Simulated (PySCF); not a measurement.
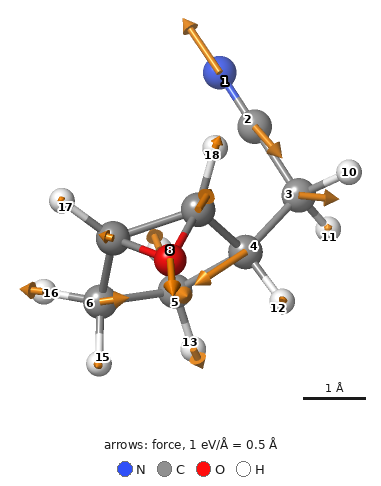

Starting geometry of C$_{7}$H$_{9}$NO with the computed forces as orange arrows. The picture is a ball-and-stick view, seen from a free direction.

The start comes from GFN2-xTB. Its atoms were then displaced at random by about 0.01 Å.

Computed with PBE0-D3(BJ)/def2-SVP geometry optimisation, gas phase in PySCF 2.14.0, density-fitted response routines. 

> What follows when this structure is relaxed?

It isn't relaxed: the largest force vector, on the N atom, is 2.32 eV/Å. The final displacements have little in common with the starting forces (cosine between the two patterns −0.07). An H atom moves most after the best rigid fit: 1.30 Å. Largest moves by element: H 1.30 Å, N 0.80 Å, C 0.53 Å, O 0.43 Å. Near-neighbour distances that change, for instance: C–C 1.484 → 1.535 Å, C–O 1.372 → 1.410 Å, C–H 1.069 → 1.100 Å, C–C 1.539 → 1.515 Å. Among the angles between lasting bonds that change: C–C–H 110.8° → 106.6°, C–C–H 106.6° → 110.6°, C–C–H 108.4° → 112.3°. Groups turn about C–C by about 55°, C–C by about 55°, C–C by about 35°. The energy falls by 34.0 kJ/mol in 28 geometry steps. The run took 6.3 min on 1 thread of Intel(R) Xeon(R) Platinum 8559C (shared host).
